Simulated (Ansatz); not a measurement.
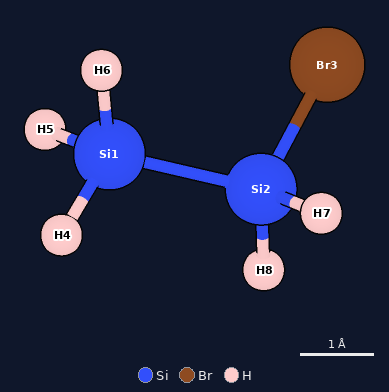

Si2H5Br (coarse preliminary run), before the relaxation. The picture is a ball-and-stick view, seen at a tilt.

The start comes from a force field.

These are results of Ansatz 0.2.0, RKS PBE-D4/def2-SVP, not measurements.

Input
```yaml
crystal:
  periodic: [false, false, false]
  atoms:
    - {symbol: Si, position_ang: [-0.643200, 0.837500, -0.370800]}
    - {symbol: Si, position_ang: [0.514300, -0.948900, 0.315400]}
    - {symbol: Br, position_ang: [2.478300, -0.324000, 1.053000]}
    - {symbol: H, position_ang: [-1.955000, 0.475200, -0.889800]}
    - {symbol: H, position_ang: [0.008500, 1.590900, -1.503300]}
    - {symbol: H, position_ang: [-0.906100, 1.858900, 0.733000]}
    - {symbol: H, position_ang: [-0.163800, -1.658500, 1.417100]}
    - {symbol: H, position_ang: [0.759100, -1.888300, -0.810500]}
basis:
  gaussian: {orbitals: def2-SVP}
hamiltonian: {xc: pbe, dispersion: d4}
relax: {f_tol: 0.03, max_steps: 200}
```

> Where does the relaxation end?

The energy falls by 4.13 kcal/mol in 4 geometry steps. The largest force component goes from 1.9 to 0.022 eV/Å. The atom that moves furthest after the best rigid fit is Si1 (0.087 Å). Largest moves by element: Si 0.087 Å, H 0.084 Å, Br 0.074 Å. Near-neighbour distances that change, for instance: Si1–Si2 2.236 → 2.350 Å, Si2–Br3 2.189 → 2.253 Å, Si1–H4 1.457 → 1.507 Å, Si2–H7 1.475 → 1.504 Å. Bond angles that change, for instance: H4–Si1–H5 104.2° → 109.2°, Si2–Si1–H5 113.9° → 109.6°, H4–Si1–H6 105.6° → 109.2°.

Final geometry:

```xyz
8

Si   -0.6881    0.9069   -0.3975
Si    0.5256   -0.9759    0.3141
Br    2.5280   -0.2714    1.0696
H    -2.0365    0.4709   -0.9105
H     0.0599    1.6001   -1.5016
H    -0.8789    1.8535    0.7544
H    -0.1754   -1.6995    1.4311
H     0.7575   -1.9417   -0.8155
```

The end point in the same view:

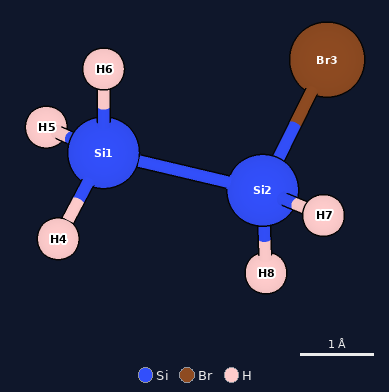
